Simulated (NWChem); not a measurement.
# One shape, several levels: singlet C2H3Cl2Si+

We compute a comparison of 6 runs (HF/def2-SVP, B3LYP/def2-SVP, M06-2X/def2-SVP, PBE0/def2-SVP, MP2/def2-SVP, CCSD(T)/def2-SVP) of singlet C2H3Cl2Si+. 

The results are computed with NWChem 7.3.0.

1 further run of the same task is left out (set aside as unsound or not needed). Runs told in other sessions of the task aren't counted.

## (1) The molecule

The species is C2H3Cl2Si+ (8 atoms), meant as a singlet with charge +1. SMILES of the parent species: `[H]/[C]=C/[SiH](Cl)Cl`. The coordinates come from a PBE0-D4/def2-TZVP relaxation. This is one conformer, not always the lowest. That shape belongs to the parent species and isn't relaxed for this state.

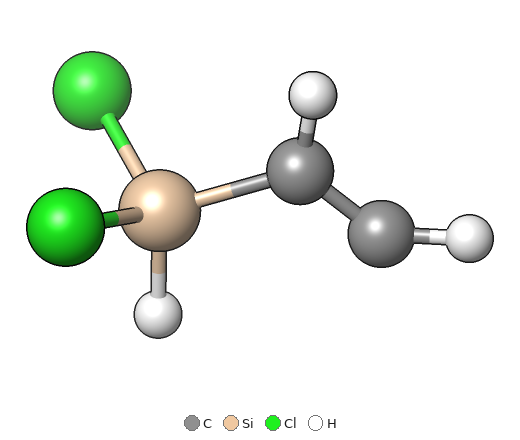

The structure, seen from a chosen angle (carbon grey, silicon light orange, chlorine green, hydrogen white).

## (2) A single-point energy at HF/def2-SVP (run 1)

The input, geom.nw:

```
start geom
title "C2H3Cl2Si energy"
memory stack 880 mb heap 220 mb global 1100 mb
charge 1

geometry units bohr noautosym nocenter noautoz
 C  -0.88288005  2.92869755  1.24589643
 C  -0.36585098  0.52742256  1.39442891
 Si  0.56994140 -1.20148787 -1.49496234
 Cl -1.91448154 -4.09428062 -2.13709127
 Cl  4.08955631 -2.72781966 -1.01024759
 H  -1.45981343  4.49074516  2.42943191
 H  -0.47167564 -0.49529722  3.19174742
 H   0.60943668  0.46411674 -3.72483916
end

basis spherical bse
 * library def2-SVP
end

scf
 thresh 1e-08
 maxiter 80
end

task scf energy
```

Started as:

```sh
$ nwchem geom.nw > geom.out
```

The program printed:

```text
[...]
  functions       =    97
[...]
  wavefunction    = RHF
[...]
         Total SCF energy =  -1284.661133048547
      One-electron energy =  -2399.869316355960
      Two-electron energy =    795.000113009229
 Nuclear repulsion energy =    320.208070298184
        Time for solution =     10.3s
[...]
```

Run time: 11 s. Hardware: 1 thread of AMD EPYC 9R45 (Zen 5), shared host; peak memory 0.1 GiB.

## (3) The energy at B3LYP/def2-SVP (run 2)

The input, run.py:

```python
from ase import Atoms
from ase.calculators.nwchem import NWChem

system = Atoms('CCSiClClHHH', positions=[
    [-0.467200, 1.549800, 0.659300],
    [-0.193600, 0.279100, 0.737900],
    [0.301600, -0.635800, -0.791100],
    [-1.013100, -2.166600, -1.130900],
    [2.164100, -1.443500, -0.534600],
    [-0.772500, 2.376400, 1.285600],
    [-0.249600, -0.262100, 1.689000],
    [0.322500, 0.245600, -1.971100],
])

calc = NWChem(
    label='a',
    theory='dft',
    memory='2200 mb',
    basis='def2-SVP',
    basispar='spherical bse',
    charge=1,
    dft={'xc': 'b3lyp', 'mult': '1', 'grid': 'fine', 'convergence': 'energy 1e-08', 'iterations': '100', 'mulliken': None},
    task='energy',
)
system.calc = calc

e = system.get_potential_energy()
print(f"E = {e:.6f} eV")
print("dipole (e A):", system.get_dipole_moment().round(4))
```

Started as:

```sh
$ export ASE_NWCHEM_COMMAND="nwchem PREFIX.nwi > PREFIX.nwo"
$ python run.py
```

The program printed:

```text
E = -35025.859266 eV
dipole (e A): [-0.2214  0.6428  0.447 ]
```

The calculator wrote a.nwi:

```
title "a"

permanent_dir a

scratch_dir a

start a

geometry units angstrom nocenter noautosym noautoz
  C  -4.6720000000000000e-01 1.5498000000000001e+00 6.5930000000000000e-01
  C  -1.9359999999999999e-01 2.7910000000000001e-01 7.3790000000000000e-01
  Si 3.0159999999999998e-01 -6.3580000000000003e-01 -7.9110000000000003e-01
  Cl -1.0130999999999999e+00 -2.1665999999999999e+00 -1.1309000000000000e+00
  Cl 2.1640999999999999e+00 -1.4435000000000000e+00 -5.3459999999999996e-01
  H  -7.7249999999999996e-01 2.3763999999999998e+00 1.2856000000000001e+00
  H  -2.4959999999999999e-01 -2.6210000000000000e-01 1.6890000000000001e+00
  H  3.2250000000000001e-01 2.4560000000000001e-01 -1.9711000000000001e+00
end

charge 1

memory 2200 mb

basis spherical bse noprint
   * library def2-SVP
end

dft
  xc b3lyp
  mult 1
  grid fine
  convergence energy 1e-08
  iterations 100
  mulliken
end

task dft energy
```

a.nwo:

```text
Northwest Computational Chemistry Package (NWChem) 7.3.0
             --------------------------------------------------------

           Job information
           ---------------

    nwchem branch   = 7.3.0
    use scalapack   = T
    input           = a.nwi
    prefix          = a.
    data base       = a/a.db
    status          = startup
    nproc           =        1

           Memory information
           ------------------

    heap     =     72089598 doubles =      550.0 Mbytes
    stack    =     72089595 doubles =      550.0 Mbytes
    global   =    144179200 doubles =     1100.0 Mbytes (distinct from heap & stack)
    total    =    288358393 doubles =     2200.0 Mbytes
    verify   = yes
    hardfail = no

           Directory information
           ---------------------

  0 permanent = a
  0 scratch   = a

                                NWChem Input Module
                                -------------------

                                         a
                                         -

[... 93 lines left out ...]
  convergence criterion.
[... 17 lines left out ...]
          Convergence on energy requested:  1.00D-08
[... 1 line left out ...]
          Convergence on gradient requested:  5.00D-04
[... 25 lines left out ...]
          Convergence Information
[... 2 lines left out ...]
          total energy or number of iterations.
[... 29 lines left out ...]
 1-e energy   =   -2372.471305
[... 27 lines left out ...]
   convergence    iter        energy       DeltaE   RMS-Dens  Diis-err    time
[... 14 lines left out ...]
      One electron energy =    -2400.490207076247
[... 1 line left out ...]
    Exchange-Corr. energy =      -89.058249439318
[... 6 lines left out ...]
                       DFT Final Molecular Orbital Analysis
[... 704 lines left out ...]
     -------------------------------------------
      Total Density - Lowdin Population Analysis
     -------------------------------------------

    Atom       Charge   Shell Charges
 -----------   ------   -------------------------------------------------------
    1 C    6     5.64   1.97  0.69  0.34  1.64  0.95  0.05
    2 C    6     6.11   1.97  0.64  0.34  1.89  1.23  0.05
    3 Si  14    13.64   2.00  1.93  0.69  0.32  5.81  1.25  1.08  0.57
[... 4 lines of this table left out ...]
    8 H    1     1.05   0.64  0.38  0.03

 center of mass
 --------------
 x =   0.60580316 y =  -1.81055271 z =  -0.94677429

 moments of inertia (a.u.)
 ------------------
         822.361642651203          37.548050172653         -19.720732280633
          37.548050172653         908.036449573731        -298.694463138269
         -19.720732280633        -298.694463138269        1294.218477215034

     Multipole analysis of the density
     ---------------------------------

     L   x y z        total         alpha         beta         nuclear
     -   - - -        -----         -----         ----         -------
     0   0 0 0      1.000000    -31.000000    -31.000000     63.000000

     1   1 0 0     -0.418343    -18.279676    -18.279676     36.141010
[... 8 lines of this table left out ...]
     2   0 0 2    -29.332359   -103.278486   -103.278486    177.224613

 Task  times  cpu:       14.2s     wall:       14.2s
 Total times  cpu:       14.2s     wall:       14.2s
```

Wall time 15 s (1 thread of AMD EPYC 9R45 (Zen 5), shared host); peak memory 0.12 GiB.

## (4) A single-point energy at M06-2X/def2-SVP (run 3)

The input, c2h3cl2si.xyz:

```xyz
8

C     -0.467200     1.549800     0.659300
C     -0.193600     0.279100     0.737900
Si     0.301600    -0.635800    -0.791100
Cl    -1.013100    -2.166600    -1.130900
Cl     2.164100    -1.443500    -0.534600
H     -0.772500     2.376400     1.285600
H     -0.249600    -0.262100     1.689000
H      0.322500     0.245600    -1.971100
```

The input, c2h3cl2si.nw:

```
start c2h3cl2si
memory stack 880 mb heap 220 mb global 1100 mb
charge 1

geometry noautosym nocenter noautoz
  load format xyz c2h3cl2si.xyz
end

basis spherical bse
  * library def2-SVP
end

dft
  xc m06-2x
  grid fine
  convergence energy 1e-08
  maxiter 100
  mulliken
end

task dft energy
```

Started as:

```sh
$ nwchem c2h3cl2si.nw > c2h3cl2si.out
```

The program printed:

```text
[...]
          Wavefunction type:  closed shell.
          No. of atoms     :     8
          No. of electrons :    62
[...]
          Charge           :     1
          Spin multiplicity:     1
[...]
          AO basis - number of functions:    97
[...]
              XC Information
              --------------
                       M06-2X Method XC Functional
                     Hartree-Fock (Exact) Exchange  0.540
                        M06-2X Exchange Functional  1.000
                      M06-2X Correlation Potential  1.000
[...]
 d= 0,ls=0.0,diis     1  -1286.8648550577 -1.61D+03  2.96D-02  1.37D+00     1.5
[...]
 d= 0,ls=0.0,diis    13  -1287.0489555710 -9.89D-09  1.13D-06  3.29D-09    17.1
         Total DFT energy =    -1287.048955570972
      One electron energy =    -2400.465802269074
           Coulomb energy =      882.164766152680
    Exchange-Corr. energy =      -88.956012938084
 Nuclear repulsion energy =      320.208093483507
[...]
      Total Density - Mulliken Population Analysis
     ---------------------------------------------
    Atom       Charge   Shell Charges
 -----------   ------   -------------------------------------------------------
    1 C    6     5.74   1.99  1.00  0.31  1.79  0.64  0.02
    2 C    6     6.22   1.99  0.92  0.29  2.08  0.93  0.02
    3 Si  14    13.30   2.00  1.98  1.06  0.01  5.93  1.22  0.73  0.37
    4 Cl  17    17.13   2.00  1.99  1.25  0.70  5.94  2.13  3.08  0.02
    5 Cl  17    17.13   2.00  1.99  1.25  0.70  5.94  2.13  3.08  0.02
    6 H    1     0.77   0.67  0.07  0.03
    7 H    1     0.74   0.65  0.06  0.03
    8 H    1     0.98   0.73  0.24  0.01
[...]
```

Wall time 18 s (1 thread of AMD EPYC 9R45 (Zen 5), shared host); peak memory 0.12 GiB.

Runs 4 to 5 aren't shown in full; the table further down has their settings and results.

## (5) A single-point energy at CCSD(T)/def2-SVP (run 6)

The input, c2h3cl2si.nw:

```
start c2h3cl2si
memory 2200 mb
charge 1
geometry noautosym nocenter noautoz
  C     -0.467200     1.549800     0.659300
  C     -0.193600     0.279100     0.737900
  Si     0.301600    -0.635800    -0.791100
  Cl    -1.013100    -2.166600    -1.130900
  Cl     2.164100    -1.443500    -0.534600
  H     -0.772500     2.376400     1.285600
  H     -0.249600    -0.262100     1.689000
  H      0.322500     0.245600    -1.971100
end
basis spherical bse
  C library def2-SVP
  Si library def2-SVP
  Cl library def2-SVP
  H library def2-SVP
end
scf
  thresh 1e-08
  maxiter 80
  print low
end
ccsd
  freeze core 17
  maxiter 60
end
task ccsd(t)
```

Started as:

```sh
$ nwchem c2h3cl2si.nw > c2h3cl2si.out
```

The program printed:

```text
[...]
  functions       =    97
[...]
  wavefunction    = RHF
[...]
         Total SCF energy =  -1284.661133056437
      One-electron energy =  -2399.869362189223
      Two-electron energy =    795.000135649279
 Nuclear repulsion energy =    320.208093483507
        Time for solution =     10.4s
[...]
 Total MP2 energy:          -1285.251477745170860
[...]
             energy      energy      error      ampl     ampl      Block
                                                time     time      time
[...]
 Total CCSD energy:          -1285.309675382584601
[...]
 Total CCSD+T(CCSD) energy:          -1285.335254967831133
[...]
 Total CCSD(T) energy:               -1285.332637528950727
[...]
```

Wall time 3 min (1 thread of AMD EPYC 9R45 (Zen 5), shared host); peak memory 0.31 GiB.

## (6) All runs side by side

```tsv
run	level	iteration cap	module	energy (Eh)	HOMO energy (eV)	LUMO energy (eV)	HOMO–LUMO gap (eV)	wall time
1	HF/def2-SVP	80	scf	-1284.661133	-16.65	-7.32	9.33	11 s
2	B3LYP/def2-SVP	100	dft	-1287.176597	-13.30	-11.48	1.83	15 s
3	M06-2X/def2-SVP	100	dft	-1287.048956	-14.85	-10.37	4.48	18 s
4	PBE0/def2-SVP	100	dft	-1286.609277	–	–	–	16 s
5	MP2/def2-SVP	80	mp2	-1285.251478	-16.65	-7.32	9.33	13 s
6	CCSD(T)/def2-SVP	80	ccsd(t)	-1285.332638	–	–	–	3 min
```

## (7) What came out

```
                                           quantity           value
                                run 6: total energy  -1285.33264 Eh
run 6: correlation energy (17 core orbitals frozen)      -671.5 mEh
                              run 6: (T) correction      -22.96 mEh
```

In words: Below the HF energy at the same shape and in the same basis (def2-SVP): MP2 -590.3 mEh; CCSD(T) -671.5 mEh. Over runs 1, 2, 3 the HOMO–LUMO gap runs from 1.83 eV (B3LYP/def2-SVP) to 9.33 eV (HF/def2-SVP). Exact exchange widens orbital gaps. Totals of different functionals can't be ranked against each other. All runs together took 4.2 min, the longest 3 min.
